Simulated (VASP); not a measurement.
Band structure of BaF2 (fluorite). These are PBE GGA with D4 dispersion, VASP's PBE PAW potentials (set 64) (plane waves; VASP) values and carry that method's errors.

Unless said otherwise, spin-orbit coupling is left out, though it shifts the bands of the heavy elements here.

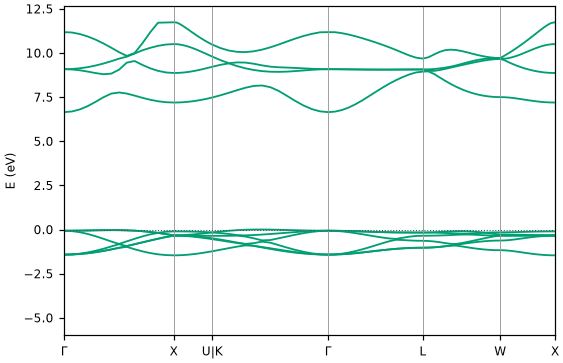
*Bands along high-symmetry lines, zero at the valence-band maximum or, without a gap, the Fermi level*

Q: Read the plot: is there a gap, and where are the band edges?

A: The gap is indirect, 6.65 eV, from the valence maximum at K-Γ at 0.43 to the conduction minimum at Γ. (Edges off the drawn lines would not show.)

Measured: gap 10.50 eV (computed value off by -3.85 eV), as given by Andrés Aguado et al., Journal of the Physical Society of Japan (1999), arXiv:cond-mat/9901145.

The compound is BaF2 in the fluorite structure. It was relaxed first.
